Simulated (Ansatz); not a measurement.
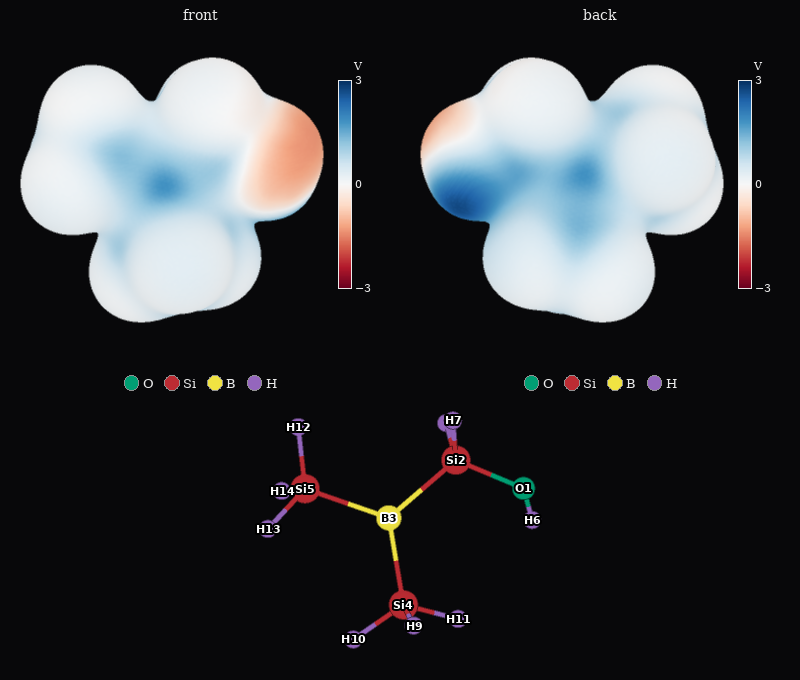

The picture shows: BH₉OSi₃ (SMILES O[SiH2]B([SiH3])[SiH3]). The electrostatic potential painted on the density surface at 0.002 e/bohr³, seen from the front and from behind; the colour scale runs from red (negative) to blue (positive). The bare structure is drawn below in the same view.

Geometry: PBE0-D4/def2-TZVP.

Method: Ansatz 0.2.0, RKS PBE0-D4/def2-TZVPP.

```xyz
14

O    -2.4332    0.9857    1.2248
Si   -1.3672   -0.2778    1.2018
B     0.2063   -0.0959   -0.0099
Si    0.3526    1.4327   -1.2893
Si    1.6482   -1.4837    0.0085
H    -2.7123    1.3417    0.3801
H    -0.9467   -0.4509    2.6163
H    -2.0329   -1.5442    0.7531
H     1.0016    2.5092   -0.4802
H     1.1919    1.1794   -2.4916
H    -0.9697    1.9518   -1.7459
H     1.6648   -2.3687    1.2049
H     3.0000   -0.8776   -0.1503
H     1.3837   -2.3308   -1.1938
```

> Which sites attract a positive test charge, and which a negative one?

A positive charge is drawn to the negative regions and a negative charge to the positive ones. The most negative region (about −1.3 V, or −30 kcal/mol for a unit charge) lies over O1, the most positive (about +2.5 V, or +58 kcal/mol for a unit charge) over H6. O1 is the likeliest acceptor of a hydrogen bond.
